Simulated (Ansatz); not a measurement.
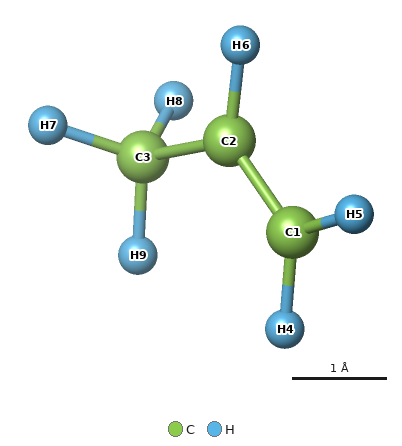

The structure (ball-and-stick view, seen at a tilt; atoms are numbered from 1 in the order of the input).

**Frequency calculation of C3H6**

The run: frequency calculation of C3H6. Method and program: RKS PBE0-D4/def2-TZVP (Ansatz 0.2.0).

The geometry comes from this level: PBE0-D4/def2-TZVP. Figures and captions count atoms from 1; the log counts them from 0 in places.

Log:
```
Functional definition: PBE0
  name "PBE0"
  cite "Adamo & Barone, J. Chem. Phys. 110, 6158 (1999) doi:10.1063/1.478522"
  cite "Perdew, Burke & Ernzerhof, Phys. Rev. Lett. 77, 3865 (1996) doi:10.1103/PhysRevLett.77.3865"
  parent pbe
  parameter a = 0.25
  parameter kappa = 0.804
  parameter beta = 0.06672455060314922
  exchange = (1 - a)*pbe_x(kappa = kappa, mu = beta*pi^2/3) + a*exact_x
  correlation = pbe_c(beta = beta)
804 factors; their error is unknown
mean field evaluation 1: about -3198.1292 eV, gradient 5.5e1 eV
mean field evaluation 2: about -3196.4987 eV, gradient 5.9e1 eV
mean field evaluation 4: about -3205.3758 eV, gradient 4.2e0 eV
mean field evaluation 8: about -3205.4155 eV, gradient 3.5e-2 eV
mean field evaluation 16: about -3205.4037 eV, gradient 3.5e-5 eV
mean field -3205.40373379 eV, -117.7964145161 hartree, gradient 3.5e-5 eV, S^2 0.000000; 0 other end points of the search recorded, 0 dependent functions left out
the calculation of the forces begins
reference -3205.40376103 eV, -117.7964155172 hartree; 12, 12 occupied and 117, 117 virtual orbitals, 804 factors
these checks for a lower state are left out or cut short: stability, starts, cluster_reference, orbital_swaps, neighbouring_geometries, increment
804 factors; their error is unknown
mean field -3205.40353676 eV, -117.7964072756 hartree, gradient 1.7e-6 eV, S^2 0.000000; 0 other end points of the search recorded, 0 dependent functions left out
[... from here on the field's lines of each further geometry are left out, up to the last ...]
the calculation of the forces begins
reference -3205.40374653 eV, -117.7964149844 hartree; 12, 12 occupied and 117, 117 virtual orbitals, 804 factors
these checks for a lower state are left out or cut short: stability, starts, cluster_reference, orbital_swaps, neighbouring_geometries, increment
804 factors; their error is unknown
mean field -3205.40371334 eV, -117.7964137644 hartree, gradient 1.7e-6 eV, S^2 0.000000; 0 other end points of the search recorded, 0 dependent functions left out
the calculation of the forces begins
reference -3205.40374058 eV, -117.7964147655 hartree; 12, 12 occupied and 117, 117 virtual orbitals, 804 factors
Total energy: -3205.49758931 eV, -117.7998636428 hartree
Atom 0 at     0.204964    -1.366142    -1.556159 Å, force    -0.003396    -0.004705     0.001638 eV/Å
Atom 1 at     0.412183    -0.082966    -1.815101 Å, force     0.001039     0.003454    -0.002202 eV/Å
Atom 2 at    -0.641522     0.969942    -1.826494 Å, force    -0.001732     0.000534     0.001038 eV/Å
Atom 3 at    -0.787114    -1.744128    -1.327433 Å, force     0.001730     0.000002    -0.000208 eV/Å
Atom 4 at     1.016003    -2.084930    -1.562591 Å, force    -0.000365    -0.000527    -0.000844 eV/Å
Atom 5 at     1.424588     0.248277    -2.039328 Å, force     0.001094     0.001746     0.001473 eV/Å
Atom 6 at    -0.421559     1.753074    -1.093933 Å, force    -0.000270    -0.000367    -0.000354 eV/Å
Atom 7 at    -0.694642     1.462087    -2.802742 Å, force     0.000357    -0.000700    -0.001893 eV/Å
Atom 8 at    -1.624702     0.553719    -1.598558 Å, force     0.001543     0.000563     0.001353 eV/Å
Dipole moment:    -0.015898     0.084759    -0.012018 e Å
Vibrations: 208.44 422.69 592.60 941.00 942.19 946.81 1028.74 1068.64 1193.45 1325.86 1397.75 1444.43 1469.76 1484.55 1730.36 3037.87 3093.44 3124.79 3146.07 3153.52 3237.62 cm⁻¹, zero-point energy 2.169138 eV
```

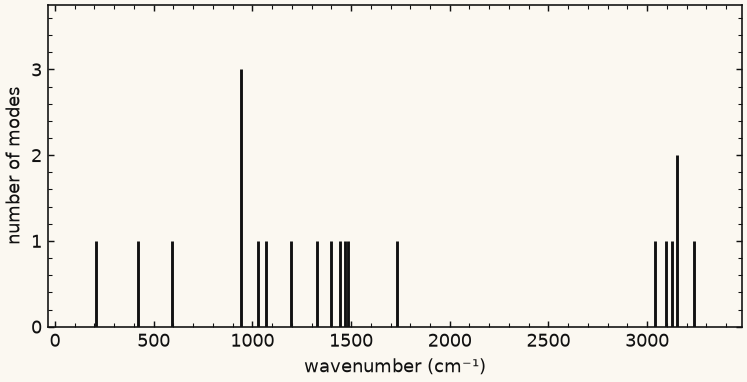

Harmonic vibrational wavenumbers from the force constants; neighbouring modes closer than 14 cm⁻¹ are counted in one stick. 21 modes from 208 to 3238 cm⁻¹, none imaginary.

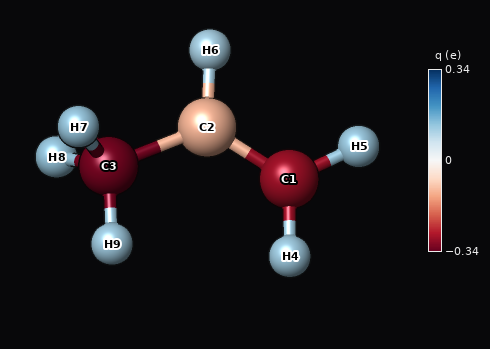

Mulliken charges, as the colour of each atom (ball-and-stick view, seen at a tilt; atoms are numbered from 1 in the order of the input). By element: C −0.32 to −0.11 and H +0.11 to +0.13 e.

This output came from the following input.

Input:
```yaml
crystal:
  periodic: [false, false, false]
  atoms:
    - {symbol: C, position_ang: [0.204964, -1.366142, -1.556159]}
    - {symbol: C, position_ang: [0.412183, -0.082966, -1.815101]}
    - {symbol: C, position_ang: [-0.641522, 0.969942, -1.826494]}
    - {symbol: H, position_ang: [-0.787114, -1.744128, -1.327433]}
    - {symbol: H, position_ang: [1.016003, -2.084930, -1.562591]}
    - {symbol: H, position_ang: [1.424588, 0.248277, -2.039328]}
    - {symbol: H, position_ang: [-0.421559, 1.753074, -1.093933]}
    - {symbol: H, position_ang: [-0.694642, 1.462087, -2.802742]}
    - {symbol: H, position_ang: [-1.624702, 0.553719, -1.598558]}
basis:
  gaussian: {orbitals: def2-TZVP}
hamiltonian: {xc: pbe0, dispersion: d4}
phonons: {temperatures: {t_min: 298.15, t_max: 900, t_step: 200}}
```

Launched with:
```bash
ansatz run in.yaml --threads 8 --pin off --events-out ev --progress --plain --max-ram 19148MiB
```

Key numbers:

```csv
quantity,value
outcome,converged
total energy,−3205.4976 eV
mean-field energy,−3205.4038 eV
dispersion energy,−0.0938 eV
largest force (length of the vector),0.006 eV/Å
dipole moment,0.42 D
hardware,"8 threads of Arm Neoverse V1, 23 GiB of memory available, shared host"
wall time,21 s (CPU time 2.3 min)
peak memory,0.76 GiB
```
